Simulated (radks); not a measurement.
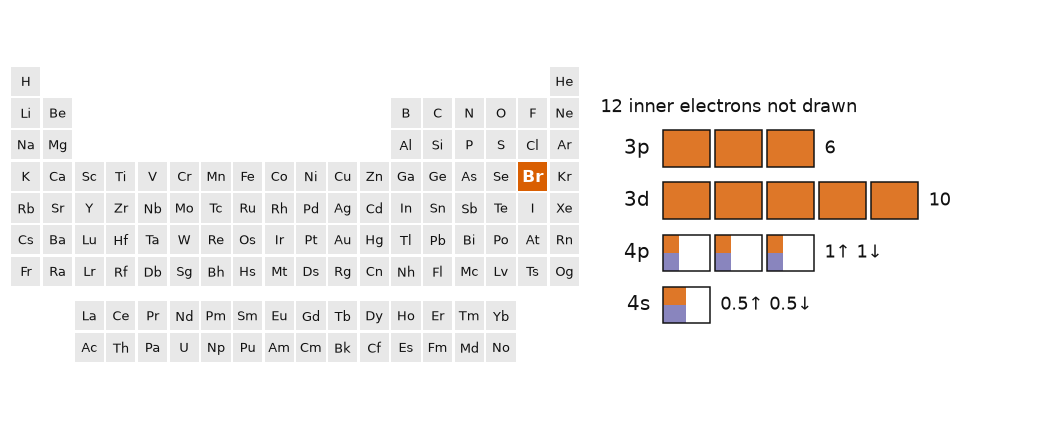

*Left, the place of bromine in the periodic table; right, the outer shells as the input fills them: a box for each of the 2l + 1 orbitals, shaded by the share of the shell that is filled, up spin in the upper half and down spin in the lower, with the electron count at the right.*

# Atomic calculation for Br⁴⁺

- system: Br⁴⁺ (Z = 35, 31 electrons) in the configuration [Ar] 3d10 4s1 4p2 (both spins equally filled).
- method: non-relativistic Kohn-Sham, r2SCAN, spin-polarised, spherical densities, point nucleus (the in-house radial solver radks)

### Input
```
Z 35
configuration [Ar] 3d10 4p1 4p1 4s0.5 4s0.5
relativity non-relativistic
functional r2scan,r2scan
spin polarised
nucleus point
```

Energies in input and log are in hartree, lengths in bohr.

### Log
```
1s      1   1.0000        -484.29558110
2s      1   1.0000         -64.35746883
2p      1   3.0000         -58.13595603
3s      1   1.0000         -10.69583025
3p      1   3.0000          -8.49208245
3d      1   5.0000          -4.58541866
4p      1   1.0000          -1.93955135
4s      1   0.5000          -2.47419673
1s      2   1.0000        -484.29558110
2s      2   1.0000         -64.35746883
2p      2   3.0000         -58.13595603
3s      2   1.0000         -10.69583025
3p      2   3.0000          -8.49208245
3d      2   5.0000          -4.58541866
4p      2   1.0000          -1.93955135
4s      2   0.5000          -2.47419673
Etot -2569.3289211936853
Ekin 2567.932828439116
Encl -6080.788120131266
Eh 1033.124262060453
Exc -89.59789156198826
err 2.7079017094481475e-06
it 11
```

### Orbitals

| orbital | occupation | energy (eV) | ⟨r⟩ (bohr) | outer maximum (bohr) |
| --- | --- | --- | --- | --- |
| 1s down | 1 | −13178.4 | 0.04369 | 0.0289 |
| 1s up | 1 | −13178.4 | 0.04369 | 0.0289 |
| 2s up | 1 | −1751.3 | 0.1935 | 0.163 |
| 2s down | 1 | −1751.3 | 0.1935 | 0.163 |
| 2p up | 3 | −1582.0 | 0.1671 | 0.129 |
| 2p down | 3 | −1582.0 | 0.1671 | 0.129 |
| 3s down | 1 | −291.048 | 0.5604 | 0.493 |
| 3s up | 1 | −291.048 | 0.5604 | 0.493 |
| 3p down | 3 | −231.081 | 0.5668 | 0.485 |
| 3p up | 3 | −231.081 | 0.5668 | 0.485 |
| 3d up | 5 | −124.776 | 0.5820 | 0.432 |
| 3d down | 5 | −124.776 | 0.5820 | 0.432 |
| 4s up | 0.5 | −67.326 | 1.536 | 1.38 |
| 4s down | 0.5 | −67.326 | 1.536 | 1.38 |
| 4p down | 1 | −52.778 | 1.695 | 1.51 |
| 4p up | 1 | −52.778 | 1.695 | 1.51 |

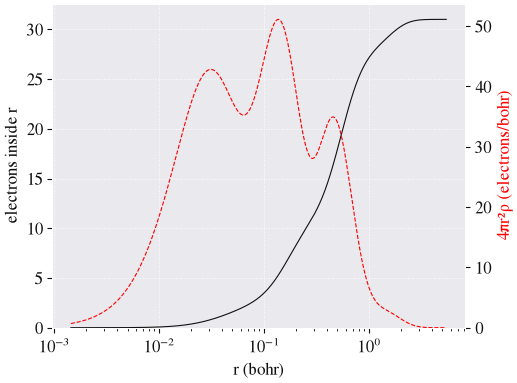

*The number of electrons inside radius r (solid) and the radial density 4πr²ρ (dashed).*

The count levels off at 31 electrons. Half of them lie within 0.431 bohr, 90 % within 1.14 bohr and 99 % within 2.39 bohr. The radial density has minima at 0.0639 and 0.290 bohr, where the count stands at 2.1 and 11.1; these part the shells that the density resolves.

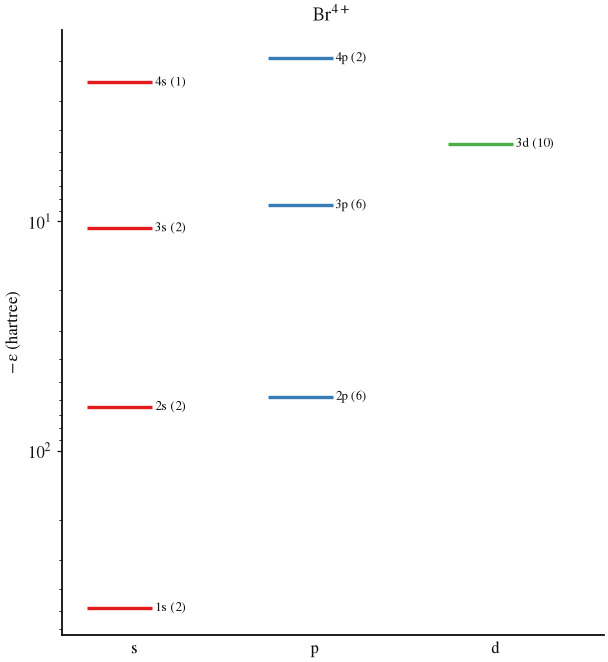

*All occupied levels, on a logarithmic scale of binding energy, are drawn (occupations in brackets).*

The highest occupied level is 4p at −1.94 hartree. The highest 5 occupied levels, from the top down, are 4p (−1.94 hartree), 4s (−2.47 hartree), 3d (−4.59 hartree), 3p (−8.49 hartree), 3s (−10.70 hartree).

### Results in brief

| quantity | value |
| --- | --- |
| outcome | converged |
| total energy | −2569.3289 hartree |
| kinetic energy | 2567.9328 hartree |
| electron–nucleus energy | −6080.7881 hartree |
| Hartree energy | 1033.1243 hartree |
| exchange–correlation energy | −89.597892 hartree |
| radius at density 0.001 e/bohr³ | 3.13 bohr |
| SCF iterations | 11 |
| hardware | 1 CPU thread, shared host |
